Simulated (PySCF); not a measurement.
Consider C$_{5}$H$_{14}$BNS.

Input

```
{"job": {"kind": "nmr", "xc": "PBE0", "basis": "pcSseg-1"}, "charge": 0, "multiplicity": 1}
C     -3.317772     0.132406     0.593603
N     -1.952920     0.517883     0.250225
B     -0.969339    -0.717880    -0.205361
C      0.442412     0.013302    -0.538436
C      1.230126     0.649111     0.632587
C      2.505065    -0.030628     0.129635
S      3.623941     1.162652    -0.697848
C      1.670252    -0.874408    -0.835499
H     -3.919999     0.986305     0.910865
H     -3.285217    -0.603132     1.394078
H     -3.780451    -0.333803    -0.273460
H     -1.492146     0.957420     1.042246
H     -1.952120     1.180813    -0.520043
H     -0.907782    -1.451399     0.732436
H     -1.474110    -1.213819    -1.163008
H      0.337843     0.751146    -1.341423
H      1.269771     1.738691     0.669380
H      0.933611     0.268021     1.610534
H      3.103477    -0.564290     0.870300
H      4.367508     0.246459    -1.313449
H      1.544125    -1.896003    -0.480471
H      2.013313    -0.899466    -1.868526
```

Run with:

```sh
OMP_NUM_THREADS=1 python probes_run.py task.json out
```

Geometry: GFN2-xTB.

All numbers below come from PySCF, PBE0/pcSseg-1, SCF density, gas phase, non-relativistic.

Question: Predict the electron density and electron localisation function between the atoms.

Answer: C–N (1.46 Å): ρ at the midpoint is about 1.9 e/Å³; the ELF peaks at about 0.95 between the atoms (a shared electron pair).
C–C (1.54 Å): ρ at the midpoint is about 1.6 e/Å³; the ELF peaks at about 0.95 between the atoms; a shared electron pair.
C–B (1.62 Å): ρ at the midpoint is about 1.3 e/Å³; the ELF peaks at about 1 between the atoms; a shared electron pair.
B–N (1.64 Å): ρ is about 1.1 e/Å³ halfway; the ELF peaks at about 0.95 between the atoms, as expected for a polar covalent bond.

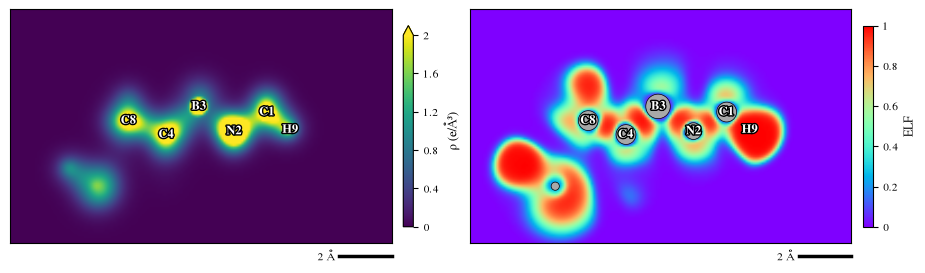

Computed electron density and electron localisation function on the plane of atoms C1, N2 and B3, in this order. Grey discs cover the atomic cores in the ELF map. 
